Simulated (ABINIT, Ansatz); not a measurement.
**Converging GW for LaBiS2O (P4/nmm) in ABINIT**

Aim: raise bands and screening cutoff together for LaBiS2O (P4/nmm) and follow gap and time.

Program: ABINIT 10.8.3. Level of theory: PBEsol and many-body steps on it, plane waves. Results are calculated unless marked as measured.

### Step 1. Starting point

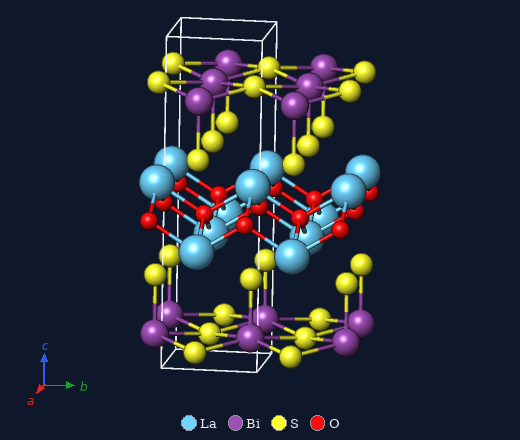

Start, viewed slightly off an axis; lanthanum blue, bismuth purple, sulfur yellow, oxygen red. 2×2×1 cells are drawn. Some periodic images of atoms are drawn too.

Structure file:

```cif
data_structure
_symmetry_space_group_name_H-M 'P4/nmm:1'
_symmetry_Int_Tables_number 129
_cell_length_a 4.0555
_cell_length_b 4.0555
_cell_length_c 14.1733
_cell_angle_alpha 90.000
_cell_angle_beta 90.000
_cell_angle_gamma 90.000
_cell_volume 233.11
loop_
_atom_site_label
_atom_site_type_symbol
_atom_site_symmetry_multiplicity
_atom_site_Wyckoff_symbol
_atom_site_fract_x
_atom_site_fract_y
_atom_site_fract_z
_atom_site_occupancy
La1 La 2 c 0.50000 0.00000 0.58774 1
Bi1 Bi 2 c 0.00000 0.50000 0.86777 1
S1 S 2 c 0.50000 0.00000 0.89002 1
S2 S 2 c 0.00000 0.50000 0.69020 1
O1 O 2 b 0.00000 0.00000 0.50000 1
```

The cell and positions are those that the Materials Project relaxed with its own functionals (PBE, PBE+U or r2SCAN), kept fixed. Spin-orbit coupling is left out unless a step names it.

### Step 2. Empty states on the mesh, 4×4×1 mesh, 253 bands

This step: ABINIT 10.8.3; DFT, PBEsol, plane waves, norm-conserving pseudopotentials.

The sums over transitions need many empty states on a uniform mesh; this step solves for them.

run.abi

```
acell 3*1.0 Angstrom
rprim 
  4.055497000000 0.000000000000 0.000000000000
  0.000000000000 4.055497000000 0.000000000000
  0.000000000000 0.000000000000 14.173265000000
ntypat 4
znucl 57 83 16 8
natom 10
typat 1 1 2 2 3 3 3 3 4 4
xred 
  0.500000000000 0.000000000000 0.587742000000
  0.000000000000 0.500000000000 0.412258000000
  0.000000000000 0.500000000000 0.867775000000
  0.500000000000 0.000000000000 0.132225000000
  0.500000000000 0.000000000000 0.890020000000
  0.000000000000 0.500000000000 0.109980000000
  0.000000000000 0.500000000000 0.690201000000
  0.500000000000 0.000000000000 0.309799000000
  0.000000000000 0.000000000000 0.500000000000
  0.500000000000 0.500000000000 0.500000000000
pp_dirpath "pseudos"
pseudos "La.upf, Bi.upf, S.upf, O.upf"
ecut 50
ngkpt 4 4 1
nshiftk 1
shiftk 0 0 0
kptopt 1
chksymbreak 0
iscf -2
irdden 1
istwfk *1
nband 253
nbdbuf 22
tolwfr 1e-09
nstep 60
prtvol 0
indata_prefix "in"
outdata_prefix "out"
tmpdata_prefix "tmp"
```

Started as:

```
OMP_NUM_THREADS=1 mpirun -n 4 abinit run.abi > log
```

Numbers of over 12 decimals in the logs are rounded to 6 here.

The program printed:

```text
.Version 10.8.3 of ABINIT. v10.8.2 released Aug 2026.

 Symmetries : space group P4/n m m (#129); Bravais tP (primitive tetrag.)
[... echo of the input left out ...]
== DATASET  1 ==================================================================
-   mpi_nproc: 4, omp_nthreads: 1 (-1 if OMP is not activated)

--- !DatasetInfo
iteration_state: {dtset: 1, }
dimensions: {natom: 10, nkpt: 6, mband: 253, nsppol: 1, nspinor: 1, nspden: 1, mpw: 26636, }
cutoff_energies: {ecut:  50.0, pawecutdg:  -1.0, }
[...]
1.67226    1.67536    1.68639    1.68815    1.68815    1.69399    1.69780    1.69780
   1.70026    1.70900    1.72631    1.72632    1.73033    1.73347    1.74488    1.74497
   1.75324    1.75432    1.78632    1.78701    1.79567
 prteigrs : prtvol=0 or 1, do not print more k-points.

== END DATASET(S) ==============================================================
================================================================================

 -outvars: echo values of variables after computation  --------
            nband         253
             nkpt           6
          spgroup         129
 [... the other variables as echoed above ...]

 Calculation completed.
```

It took 11 min on 4 MPI ranks of Arm Neoverse V2, shared host; peak memory 1.2 GiB.

This step gave:

| Quantity | Value |
| --- | --- |
| gap | 0.8512 eV |
| k of the valence top | 0.5, 0, 0 |
| k of the conduction bottom | 0.5, 0, 0 |
| least direct gap | 0.8512 eV |
| k points computed | 6 |
| lowest point of the top converged band, above the valence top | 40.85 eV |

On this mesh the gap is 0.851 eV.

The density comes from a self-consistent run that is not shown.

### Step 3. Screening, 4×4×1 mesh, 67 bands, screening to 51.7 eV

The RPA dielectric matrix is built and inverted for each q.

This step: RPA screening on PBEsol, plane waves, norm-conserving pseudopotentials.

run.abi, as its differences from that of step 2:

```diff
@@ -28,10 +28,11 @@
 chksymbreak 0
-iscf -2
-irdden 1
 istwfk *1
-nband 253
-nbdbuf 22
-tolwfr 1e-09
-nstep 60
-prtvol 0
+occopt 1
+irdwfk 1
+optdriver 3
+nband 67
+ecuteps 1.9
+inclvkb 2
+awtr 1
+symchi 1
 indata_prefix "in"
```

The program printed:

```text
.Version 10.8.3 of ABINIT. v10.8.2 released Aug 2026.

 Symmetries : space group P4/n m m (#129); Bravais tP (primitive tetrag.)
[... echo of the input left out ...]
== DATASET  1 ==================================================================
-   mpi_nproc: 4, omp_nthreads: 1 (-1 if OMP is not activated)

--- !DatasetInfo
iteration_state: {dtset: 1, }
dimensions: {natom: 10, nkpt: 6, mband: 67, nsppol: 1, nspinor: 1, nspden: 1, mpw: 26636, }
cutoff_energies: {ecut:  50.0, pawecutdg:  -1.0, }
electrons: {nelect:   8.80000000E+01, charge:   0.00000000E+00, occopt:   1.00000000E+00, tsmear:   1.00000000E-02, }

 SCREENING: Calculation of the susceptibility and dielectric matrices

 Based on a program developped by R.W. Godby, V. Olevano, G. Onida, and L. Reining.
 Incorporated in ABINIT by V. Olevano, G.-M. Rignanese, and M. Torrent.
.Using double precision arithmetic ; gwpc =  8

[... cell and pseudopotentials left out ...]
--------------------------------------------------------------------------------

 ==== K-mesh for the wavefunctions ====
 Number of points in the irreducible wedge :     6
[... list of points left out ...]
 Together with 16 symmetry operations and time-reversal symmetry
 yields    16 points in the full Brillouin Zone.

 ==== Q-mesh for the screening function ====
 Number of points in the irreducible wedge :     6
[... list of points left out ...]
 Together with 16 symmetry operations and time-reversal symmetry
 yields    16 points in the full Brillouin Zone.

 setmesh: FFT mesh size selected  =    30x   30x  108
          total number of points  =        97200

 vcoul_init : cutoff-mode = AUXILIARY_FUNCTION
 q-points for optical limit:   1
     1)      0.000010    0.000020    0.000030

- screening: taking advantage of time-reversal symmetry
- Maximum band index for partially occupied states nbvw = 44
- Remaining bands to be divided among processors   nbcw = 23
- Number of bands treated by each node ~5

 Number of electrons calculated from density =   88.0000; Expected =   88.0000
 average of density, n =  0.055941
 r_s =    1.6220
 omega_plasma =   22.8150 [eV]

 calculating chi0 at frequencies [eV] :
  1    0.000000E+00    0.000000E+00
  2    0.000000E+00    2.281495E+01

--------------------------------------------------------------------------------
  q-point number  1        q = ( 0.000000, 0.000000, 0.000000) [r.l.u.]
--------------------------------------------------------------------------------
[... chi0 elements left out ...]
 For q-point:  0.000010 0.000020 0.000030
  dielectric constant =  24.0498
  dielectric constant without local fields =  25.8886

  Average fulfillment of the sum rule on Im[epsilon] for q-point    1 :     20.41  [%]
[... wings left out ...]
  q-point number  2        q = ( 0.250000, 0.000000, 0.000000) [r.l.u.]
--------------------------------------------------------------------------------
[... chi0 elements left out ...]
  Average fulfillment of the sum rule on Im[epsilon] for q-point    2 :     19.84  [%]

 [... 4 further q-points ...]
```

Wall time 84 s (4 MPI ranks); peak memory 4.9 GiB.

Numbers from this step:

- ε∞ with local fields, on this mesh, along the program's q direction: 24.05
- the same without local fields: 25.89
- plasma frequency: 22.82 eV
- plane waves in the screening matrix: 205

Local fields lower ε∞ by 7 %. On a Γ-centred mesh this coarse the value itself is usually too large, while a short band sum pulls it down.

### Step 4. 67 bands, 51.7 eV

The self-energy is evaluated for the states that the input lists, and the levels follow from it, in one-shot runs by the linearised quasiparticle equation.

This step: G0W0 on PBEsol, plane waves, norm-conserving pseudopotentials.

run.abi, as its differences from that of step 3:

```diff
@@ -31,8 +31,17 @@
 irdwfk 1
-optdriver 3
+optdriver 4
 nband 67
+gwcalctyp 0
+ecutsigx 50
+symsigma 1
+nkptgw 2
+kptgw 
+  0.5000000000 0.0000000000 0.0000000000
+  0.0000000000 0.0000000000 0.0000000000
+bdgw 
+  43 46
+  43 46
 ecuteps 1.9
-inclvkb 2
-awtr 1
-symchi 1
+irdscr 1
+ppmodel 1
 indata_prefix "in"
```

The program printed:

```text
.Version 10.8.3 of ABINIT. v10.8.2 released Aug 2026.

 Symmetries : space group P4/n m m (#129); Bravais tP (primitive tetrag.)
[... echo of the input left out ...]
== DATASET  1 ==================================================================
-   mpi_nproc: 4, omp_nthreads: 1 (-1 if OMP is not activated)

--- !DatasetInfo
iteration_state: {dtset: 1, }
dimensions: {natom: 10, nkpt: 6, mband: 67, nsppol: 1, nspinor: 1, nspden: 1, mpw: 26636, }
cutoff_energies: {ecut:  50.0, pawecutdg:  -1.0, }
electrons: {nelect:   8.80000000E+01, charge:   0.00000000E+00, occopt:   1.00000000E+00, tsmear:   1.00000000E-02, }

 SIGMA: Calculation of the GW corrections

 Based on a program developped by R.W. Godby, V. Olevano, G. Onida, and L. Reining.
 Incorporated in ABINIT by V. Olevano, G.-M. Rignanese, and M. Torrent.
.Using double precision arithmetic ; gwpc =  8

[... cell and pseudopotentials left out ...]
--------------------------------------------------------------------------------

 ==== K-mesh for the wavefunctions ====
 Number of points in the irreducible wedge :     6
[... list of points left out ...]
 Together with 16 symmetry operations and time-reversal symmetry
 yields    16 points in the full Brillouin Zone.

 ==== Q-mesh for screening function ====
 Number of points in the irreducible wedge :     6
[... list of points left out ...]
 Together with 16 symmetry operations and time-reversal symmetry
 yields    16 points in the full Brillouin Zone.

 vcoul_init : cutoff-mode = AUXILIARY_FUNCTION
 q-points for optical limit:   1
     1)      0.000010    0.000020    0.000030
 setmesh: FFT mesh size selected  =    50x   50x  180
          total number of points  =       450000

 Number of electrons calculated from density =   88.0000; Expected =   88.0000
 average of density, n =  0.055941
 r_s =    1.6220
 omega_plasma =   22.8150 [eV]

 === KS Band Gaps ===
  >>>> For spin  1
   Minimum direct gap =   0.8509 [eV], located at k-point      :   0.5000  0.0000  0.0000
   Fundamental gap    =   0.8509 [eV], Top of valence bands at :   0.5000  0.0000  0.0000
                                       Bottom of conduction at :   0.5000  0.0000  0.0000
 SIGMA fundamental parameters:
 PLASMON POLE MODEL  1
 number of plane-waves for SigmaX                26549
 number of plane-waves for SigmaC and W            205
 number of plane-waves for wavefunctions         26549
 number of bands                                    67
 number of independent spin polarizations            1
 number of spinorial components                      1
 number of k-points in IBZ                           6
 number of q-points in IBZ                           6
 number of symmetry operations                      16
 number of k-points in BZ                           16
 number of q-points in BZ                           16
 number of frequencies for dSigma/dE                 9
 frequency step for dSigma/dE [eV]                0.25
 number of omega for Sigma on real axis              0
 max omega for Sigma on real axis  [eV]           0.00
 zcut for avoiding poles [eV]                     0.10

 EPSILON^-1 parameters (SCR file):
 dimension of the eps^-1 matrix on file            205
 dimension of the eps^-1 matrix used               205
 number of plane-waves for wavefunctions         26549
 number of bands                                    67
 number of q-points in IBZ                           6
 number of frequencies                               2
 number of real frequencies                          1
 number of imag frequencies                          1

 matrix elements of self-energy operator (all in [eV])

 Perturbative Calculation

--- !SelfEnergy_ee
iteration_state: {dtset: 1, }
kpoint     : [   0.500,    0.000,    0.000, ]
spin       : 1
KS_gap     :    0.851
QP_gap     :    1.093
Delta_QP_KS:    0.242
data: !SigmaeeData |
     Band     E0 <VxcDFT>   SigX SigC(E0)      Z dSigC/dE  Sig(E)    E-E0       E
       43   4.386 -13.203 -14.865   2.686   0.768  -0.302 -12.417   0.786   5.173
       44   4.386 -13.203 -14.865   2.686   0.768  -0.302 -12.417   0.786   5.173
       45   5.237 -11.361  -8.791  -1.270   0.791  -0.264 -10.332   1.028   6.266
       46   5.237 -11.361  -8.791  -1.270   0.791  -0.264 -10.332   1.028   6.266

--- !SelfEnergy_ee
iteration_state: {dtset: 1, }
kpoint     : [   0.000,    0.000,    0.000, ]
spin       : 1
KS_gap     :    3.422
QP_gap     :    6.341
Delta_QP_KS:    2.919
data: !SigmaeeData |
     Band     E0 <VxcDFT>   SigX SigC(E0)      Z dSigC/dE  Sig(E)    E-E0       E
       43   4.372 -14.620 -18.122   3.766   0.753  -0.328 -14.421   0.199   4.571
       44   4.372 -14.620 -18.122   3.766   0.753  -0.328 -14.421   0.199   4.571
       45   7.794 -11.741  -4.681  -3.053   0.778  -0.285  -8.623   3.118  10.912
       46   8.068 -12.287  -8.035  -2.022   0.786  -0.272 -10.534   1.753   9.821

== END DATASET(S) ==============================================================
================================================================================

 -outvars: echo values of variables after computation  --------
           etotal      0.0000000000E+00
            nband          67
             nkpt           6
          spgroup         129
 [... the other variables as echoed above ...]

 Calculation completed.
```

The job ended after 16 s (4 MPI ranks; peak memory 3.2 GiB; 62 s of CPU time).

Numbers from this step:

```yaml
g0w0_gap_on_the_points_computed: 1.093 eV
starting_gap_on_the_mesh: 0.8512 eV
k_of_the_valence_top: 0.5, 0, 0
k_of_the_conduction_bottom: 0.5, 0, 0
z_at_the_valence_top: 0.768
z_at_the_conduction_bottom: 0.791
least_direct_g0w0_gap_on_the_computed_points: 1.093 eV
```

The gap on the mesh goes from 0.85 eV to 1.09 eV, a correction of +0.24 eV.

### Step 5. Screening, 4×4×1 mesh, 120 bands, screening to 98 eV

This step: RPA screening on PBEsol, plane waves, norm-conserving pseudopotentials.

run.abi, as its differences from that of step 4:

```diff
@@ -31,17 +31,8 @@
 irdwfk 1
-optdriver 4
-nband 67
-gwcalctyp 0
-ecutsigx 50
-symsigma 1
-nkptgw 2
-kptgw 
-  0.5000000000 0.0000000000 0.0000000000
-  0.0000000000 0.0000000000 0.0000000000
-bdgw 
-  43 46
-  43 46
-ecuteps 1.9
-irdscr 1
-ppmodel 1
+optdriver 3
+nband 120
+ecuteps 3.6
+inclvkb 2
+awtr 1
+symchi 1
 indata_prefix "in"
```

The program printed:

```text
.Version 10.8.3 of ABINIT. v10.8.2 released Aug 2026.

 Symmetries : space group P4/n m m (#129); Bravais tP (primitive tetrag.)
[... echo of the input left out ...]
== DATASET  1 ==================================================================
-   mpi_nproc: 4, omp_nthreads: 1 (-1 if OMP is not activated)

--- !DatasetInfo
iteration_state: {dtset: 1, }
dimensions: {natom: 10, nkpt: 6, mband: 120, nsppol: 1, nspinor: 1, nspden: 1, mpw: 26636, }
cutoff_energies: {ecut:  50.0, pawecutdg:  -1.0, }
electrons: {nelect:   8.80000000E+01, charge:   0.00000000E+00, occopt:   1.00000000E+00, tsmear:   1.00000000E-02, }

 SCREENING: Calculation of the susceptibility and dielectric matrices

 Based on a program developped by R.W. Godby, V. Olevano, G. Onida, and L. Reining.
 Incorporated in ABINIT by V. Olevano, G.-M. Rignanese, and M. Torrent.
.Using double precision arithmetic ; gwpc =  8

[... cell and pseudopotentials left out ...]
--------------------------------------------------------------------------------

 ==== K-mesh for the wavefunctions ====
 Number of points in the irreducible wedge :     6
[... list of points left out ...]
 Together with 16 symmetry operations and time-reversal symmetry
 yields    16 points in the full Brillouin Zone.

 ==== Q-mesh for the screening function ====
 Number of points in the irreducible wedge :     6
[... list of points left out ...]
 Together with 16 symmetry operations and time-reversal symmetry
 yields    16 points in the full Brillouin Zone.

 setmesh: FFT mesh size selected  =    32x   32x  120
          total number of points  =       122880

 vcoul_init : cutoff-mode = AUXILIARY_FUNCTION
 q-points for optical limit:   1
     1)      0.000010    0.000020    0.000030

- screening: taking advantage of time-reversal symmetry
- Maximum band index for partially occupied states nbvw = 44
- Remaining bands to be divided among processors   nbcw = 76
- Number of bands treated by each node ~19

 Number of electrons calculated from density =   88.0000; Expected =   88.0000
 average of density, n =  0.055941
 r_s =    1.6220
 omega_plasma =   22.8150 [eV]

 calculating chi0 at frequencies [eV] :
  1    0.000000E+00    0.000000E+00
  2    0.000000E+00    2.281495E+01

--------------------------------------------------------------------------------
  q-point number  1        q = ( 0.000000, 0.000000, 0.000000) [r.l.u.]
--------------------------------------------------------------------------------
[... chi0 elements left out ...]
 For q-point:  0.000010 0.000020 0.000030
  dielectric constant =  25.0113
  dielectric constant without local fields =  27.3983

  Average fulfillment of the sum rule on Im[epsilon] for q-point    1 :     51.33  [%]
[... wings left out ...]
  q-point number  2        q = ( 0.250000, 0.000000, 0.000000) [r.l.u.]
--------------------------------------------------------------------------------
[... chi0 elements left out ...]
  Average fulfillment of the sum rule on Im[epsilon] for q-point    2 :     53.17  [%]

 [... 4 further q-points ...]
```

Elapsed: 4.8 min, on 4 MPI ranks; peak memory 6 GiB; 19 min of CPU time.

This step gave:

```
ε∞ with local fields, on this mesh, along the program's q direction : 25.01
the same without local fields                                       : 27.40
plasma frequency                                                    : 22.82 eV
plane waves in the screening matrix                                 : 523
```

[end of part 1 of 2]

[Paths, hosts, dates, memory and timing lines, banners, echoed tables and standing remarks are left out of the program output.]

[Logs are printed without paths, hosts, clocks, repeated set-up lines and the standing remarks that a program may print on its own settings, such as how far it seeks lower states.]

[Runs of the session that timed out or met a known fault of the program may be left out.]

[Hosts, paths, dates, database ids (printed as entryN), source tags and the programs' standing remarks are cut or masked in the printed files.]

[G0W0 gaps are taken among the corrected bands and points alone; a level outside them can change the order at an edge.]

[Where Ansatz stands beside ABINIT at settings called matched, ABINIT's density can come from a denser mesh and the files from another edition; pairs whose starting gaps differed by over 0.03 eV were left out, so agreement reads better than it is.]
